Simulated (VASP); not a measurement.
# What spin-orbit coupling changes in MgAu, part 3 of 3

Aim: run bands, DOS and a relaxation of MgAu twice, without and with spin-orbit coupling. All runs use PBEsol. Left out of this account: 1 further run (self-consistent run: a reference on another mesh). The start is a cell from a database of measured crystal structures.

VASP 6.6.1, plane waves and PAW; the level of theory is named at each step.

Still holding for the runs below: This run has no spin polarisation. Its electron count is odd, so without a moment it is a metal by construction.

So far. Step 5 (Total and projected DOS (PBEsol + SOC)): The DOS at the Fermi level goes from 0.557 to 0.572 states/eV/cell, a number that is sensitive to the mesh. The run took 3.0 times the core time, with 24 spinor bands against 18. Of the states within 0.3 eV of the Fermi level, the largest shares in the PAW spheres are Au d 20 %, Au p 17 % and Au s 8 %. The rest lies in smaller channels or between the spheres. The relaxed cell has a = 3.254 Å (conventional setting).

The database entry behind the starting cell differs from later determinations by our own check (0.1 to 0.3 % short, probably kX units), so it need not match the best structure at ambient conditions.

### 7. Full relaxation (PBEsol + SOC)

This step: PBEsol, spin-orbit coupling; plane waves and PAW (Mg, Au) (VASP 6.6.1).

The same relaxation with spinors and spin-orbit coupling.

File INCAR:

```
SYSTEM = MgAu
PREC = Accurate
ENCUT = 400
EDIFF = 1E-06
NELM = 100
ISMEAR = -1
SIGMA = 0.05
LREAL = .FALSE.
ALGO = Normal
GGA = PS
LNONCOLLINEAR = .TRUE.
MAGMOM = 0 0 0 0 0 0
NBANDS = 24
GGA_COMPAT = .FALSE.
LASPH = .TRUE.
LSORBIT = .TRUE.
LMAXMIX = 4
LORBIT = 11
LWAVE = .FALSE.
LCHARG = .FALSE.
KPAR = 2
IBRION = 2
NSW = 60
ISIF = 3
EDIFFG = -0.01
```

File POSCAR:

```
MgAu
1.0
    3.2590000000      0.0000000000      0.0000000000
    0.0000000000      3.2590000000      0.0000000000
    0.0000000000      0.0000000000      3.2590000000
Mg Au
1 1
Direct
    0.5000000000      0.5000000000      0.5000000000
    0.0000000000      0.0000000000      0.0000000000
```

File KPOINTS:

```
Automatic mesh
0
Gamma
10 10 10
0 0 0
```

Potentials, in the order of the species: Mg and Au (PBE family, release 64).

On the command line:

```bash
$ mpirun -np 2 vasp_ncl
```

Output:

```text
[... set-up lines as in an earlier step ...]
 entering main loop
       N       E                     dE             d eps       ncg     rms          rms(c)
[... 12 cycles as in an earlier step ...]
   1 F= -.71556835E+01 E0= -.71534733E+01  d E =-.715568E+01  mag=    -0.0000     0.0000     0.0000
 curvature:   0.00 expect dE= 0.000E+00 dE for cont linesearch  0.000E+00
 trial: gam= 0.00000 g(F)=  0.000E+00 g(S)=  0.271E-02 ort = 0.000E+00 (trialstep = 0.100E+01)
 search vector abs. value=  0.271E-02
 bond charge predicted
       N       E                     dE             d eps       ncg     rms          rms(c)
DAV:   1    -0.718962693596E+01   -0.33943E-01   -0.43342E-01  2744   0.697E+00    0.115E+00
DAV:   2    -0.715678688811E+01    0.32840E-01   -0.10191E-01  2736   0.345E+00    0.550E-01
DAV:   3    -0.715653571854E+01    0.25117E-03   -0.13597E-03  2888   0.292E-01    0.309E-01
DAV:   4    -0.715645300018E+01    0.82718E-04   -0.42707E-05  3048   0.354E-02    0.150E-01
DAV:   5    -0.715640671862E+01    0.46282E-04   -0.14338E-04  2888   0.628E-02    0.948E-03
DAV:   6    -0.715640805143E+01   -0.13328E-05   -0.77974E-06  2992   0.256E-02    0.708E-03
DAV:   7    -0.715640795934E+01    0.92091E-07   -0.12288E-06  2264   0.116E-02
   2 F= -.71564080E+01 E0= -.71541969E+01  d E =-.724475E-03  mag=     0.0000    -0.0000    -0.0000
 trial-energy change:   -0.000724  1 .order   -0.000690   -0.002708    0.001328
 step:   0.6821(harm=  0.6709)  dis= 0.00000  next Energy=    -7.156618 (dE=-0.934E-03)
 bond charge predicted
       N       E                     dE             d eps       ncg     rms          rms(c)
DAV:   1    -0.715994634624E+01   -0.35383E-02   -0.43800E-02  2744   0.222E+00    0.374E-01
DAV:   2    -0.715666159201E+01    0.32848E-02   -0.99390E-03  2752   0.108E+00    0.177E-01
DAV:   3    -0.715663409788E+01    0.27494E-04   -0.13817E-04  2888   0.920E-02    0.103E-01
DAV:   4    -0.715662443535E+01    0.96625E-05   -0.42948E-06  3000   0.113E-02    0.532E-02
DAV:   5    -0.715661686594E+01    0.75694E-05   -0.14000E-05  2928   0.196E-02    0.267E-03
DAV:   6    -0.715661690056E+01   -0.34616E-07   -0.78176E-07  2200   0.819E-03
   3 F= -.71566169E+01 E0= -.71544048E+01  d E =-.933416E-03  mag=    -0.0000     0.0000     0.0000
 curvature:  -0.34 expect dE=-0.385E-06 dE for cont linesearch -0.385E-06
 trial: gam=-0.02017 g(F)=  0.309E-67 g(S)=  0.115E-05 ort = 0.558E-04 (trialstep = 0.936E+00)
 search vector abs. value=  0.587E-09
 reached required accuracy - stopping structural energy minimisation
```

Wall time 26 s (2 MPI ranks of Intel Xeon 6975P-C (Granite Rapids), shared host); peak memory 0.45 GiB.

OUTCAR, selected parts (step 7):

```text
   NELECT =      13.0000    total number of electrons

 E-fermi :   6.8575

 k-point     1 :       0.0000    0.0000    0.0000
  band No.  band energies     occupation
    ...
      8       2.7002      1.00000
      9       2.7002      1.00000
     10       2.7002      1.00000
     11       3.4161      1.00000
     12       3.4161      1.00000
     13      11.4843      0.00000
     14      11.4843      0.00000
     15      12.6121      0.00000
     16      12.6121      0.00000
     17      12.6121      0.00000
    ...

  Total       -0.0039832     -0.0039832     -0.0039832      0.0000000     -0.0000000     -0.0000000
  in kB       -0.1861412     -0.1861412     -0.1861412      0.0000000     -0.0000000     -0.0000000
  external PRESSURE =      -0.1861412 kB  Pullay stress =       0.0000000 kB

 POSITION                                       TOTAL-FORCE (eV/Angst)
 -----------------------------------------------------------------------------------
      1.62431      1.62431      1.62431         0.000000     -0.000000      0.000000
      0.00000      0.00000      0.00000        -0.000000      0.000000      0.000000
 -----------------------------------------------------------------------------------
    total drift:                                0.000000      0.000000      0.000000

  FREE ENERGIE OF THE ION-ELECTRON SYSTEM (eV)
  ---------------------------------------------------
  free  energy   TOTEN  =        -7.1566169006 eV

  energy  without entropy=       -7.1521926414  energy(sigma->0) =       -7.15440477

 Spin-Orbit-Coupling matrix elements
 Ion:    1  E_soc:     -0.0000335
 Ion:    2  E_soc:     -0.5850431

 magnetization (x)
# of ion       s       p       d       tot
------------------------------------------
    1        0.000   0.000  -0.000   0.000
    2        0.000  -0.000   0.000  -0.000
--------------------------------------------------
tot          0.000   0.000  -0.000   0.000

 magnetization (y)
# of ion       s       p       d       tot
------------------------------------------
    1        0.000   0.000  -0.000   0.000
    2        0.000   0.000  -0.000   0.000
--------------------------------------------------
tot          0.000   0.000  -0.000   0.000

 magnetization (z)
# of ion       s       p       d       tot
------------------------------------------
    1        0.000   0.000   0.000   0.000
    2        0.000  -0.000  -0.000  -0.000
--------------------------------------------------
tot          0.000   0.000  -0.000   0.000

[... 8 parts as in an earlier step ...]

[... 10 further parts left out ...]
```

CONTCAR:

```
MgAu
   1.00000000000000
     3.2486276942590351    0.0000000000000000   -0.0000000000000000
     0.0000000000000000    3.2486276942590351   -0.0000000000000000
     0.0000000000000000    0.0000000000000000    3.2486276942590351
  Mg              Au
     1     1
Direct
     0.5000000000000000    0.5000000000000000    0.5000000000000000
     0.0000000000000000    0.0000000000000000    0.0000000000000000
```

The steps of the relaxation:

```csv
step,energy less that of the first step (eV),largest force (eV/Å),pressure (GPa),volume (Å³)
1,0.0000,0.0000,-0.90,34.61
2,-0.0007,0.0000,0.45,34.13
3,-0.0009,0.0000,-0.02,34.28
```

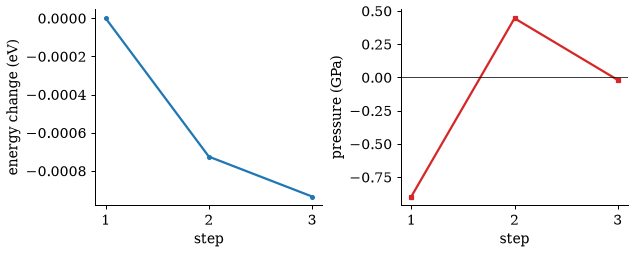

Energy and pressure along the relaxation.

```csv
"conventional cell, symmetrised",before,after,change
a (Å),3.259,3.249,-0.3 %
b (Å),3.259,3.249,-0.3 %
c (Å),3.259,3.249,-0.3 %
volume (Å³/atom),17.31,17.14,-1.0 %
```

The relaxed structure:

```xyz
2
Lattice="3.2486 0.0000 0.0000 0.0000 3.2486 0.0000 0.0000 0.0000 3.2486" Properties=species:S:1:pos:R:3 pbc="T T T"
Mg    1.6243    1.6243    1.6243
Au    0.0000    0.0000    0.0000
```

This step gave:

- bands: 24
- free energy (TOTEN): -7.157 eV
- energy at zero smearing: -7.154 eV
- Fermi energy: 6.857 eV
- pressure: -0.01861 GPa
- SCF cycles over all ionic steps: 25

On-site spin-orbit energy by atom:

```csv
atom,on-site spin-orbit energy (eV)
Mg1,0.000
Au2,-0.585
```

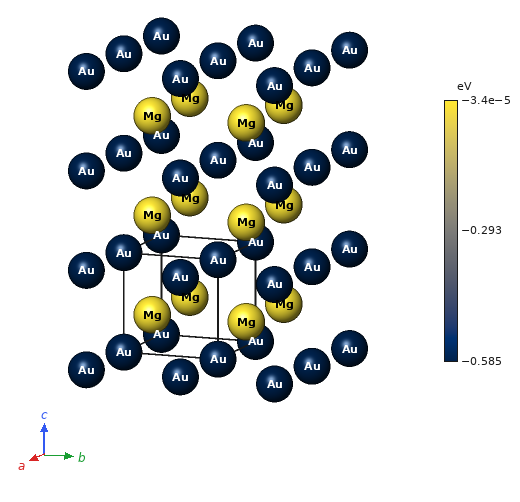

Atoms coloured by on-site spin-orbit energy. 2×2×3 cells are drawn. Some periodic images of atoms are drawn too.

The cell ends at 17.14 Å³/atom, -0.5 % from the run without the coupling. The run took 4.5 times the core time, with 24 spinor bands against 12.

### 8. The runs together

```
                               quantity  without  with spin-orbit coupling
                               gap (eV)     none                      none
                    core minutes, bands     0.22                      0.73
DOS at the Fermi level (states/eV/cell)    0.557                     0.572
                      core minutes, DOS     0.15                      0.45
               relaxed volume (Å³/atom)    17.24                     17.14
               core minutes, relaxation     0.19                      0.87
```

### 9. What came out

```yaml
gap_ev_without_with: none → none
dos_at_the_fermi_level_states_ev_cell_without_with: 0.557 → 0.572
relaxed_volume_a3_atom_without_with: 17.24 → 17.14
```

In words: MgAu has no gap with or without spin-orbit coupling. The relaxed volume moves by -0.5 %. The spinor runs cost 3.0 to 4.5 times as much, on a shared host. With an odd electron count and no spin the cell is a metal by construction.

[Lines on the potential files, build, host, timing and source positions are cut from VASP's logs without a mark.]

[Logs are printed without paths, hosts, clocks, repeated set-up lines and the standing remarks that a program may print on its own settings, such as how far it seeks lower states.]

[Hosts, paths, dates, database ids (printed as entryN), source tags and the programs' standing remarks are cut or masked in the printed files.]

[A measured line is paired with the nearest computed mode of its activity, which favours agreement.]
